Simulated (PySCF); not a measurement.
```yaml
atoms:
  - { symbol: C, position_ang: [-1.8840, 0.3385, 0.0181] }
  - { symbol: C, position_ang: [-0.4039, 0.1512, -0.0008] }
  - { symbol: C, position_ang: [0.5029, 1.1416, -0.0893] }
  - { symbol: B, position_ang: [1.9695, 0.6043, -0.0910] }
  - { symbol: O, position_ang: [2.0123, -0.7479, 0.0006] }
  - { symbol: Si, position_ang: [0.5426, -1.4924, 0.0909] }
  - { symbol: H, position_ang: [-2.3403, -0.2022, -0.8106] }
  - { symbol: H, position_ang: [-2.3018, -0.0653, 0.9400] }
  - { symbol: H, position_ang: [-2.1526, 1.3915, -0.0578] }
  - { symbol: H, position_ang: [0.1944, 2.1787, -0.1534] }
  - { symbol: H, position_ang: [2.9683, 1.2114, -0.1623] }
  - { symbol: H, position_ang: [0.4132, -2.3446, -1.0851] }
  - { symbol: H, position_ang: [0.4750, -2.1644, 1.3830] }
```

Geometry: GFN2-xTB.

These are results of PySCF 2.14.0, PBE0/pcSseg-1, SCF density, gas phase, non-relativistic, not measurements.

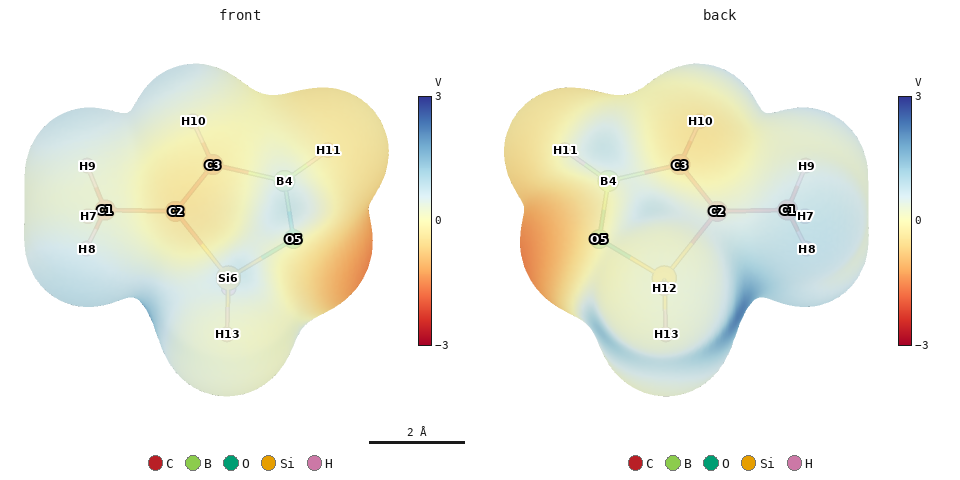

C3H7BOSi (SMILES CC1=CBO[SiH2]1). The molecular electrostatic potential painted on the density surface at 0.002 e/bohr³, seen from the front and from behind; red is negative and blue positive.

Question: Which sites attract a positive test charge, and which a negative one?

Answer: A positive charge is drawn to the negative regions and a negative charge to the positive ones. The most negative region (about −1.5 V, or −35 kcal/mol for a unit charge) lies over O5, the most positive (about +2.1 V, or +48 kcal/mol for a unit charge) over Si6. O5 is the likeliest acceptor of a hydrogen bond.

Question: How polar is the molecule by this calculation?

Answer: Its dipole moment is 2.49 D.
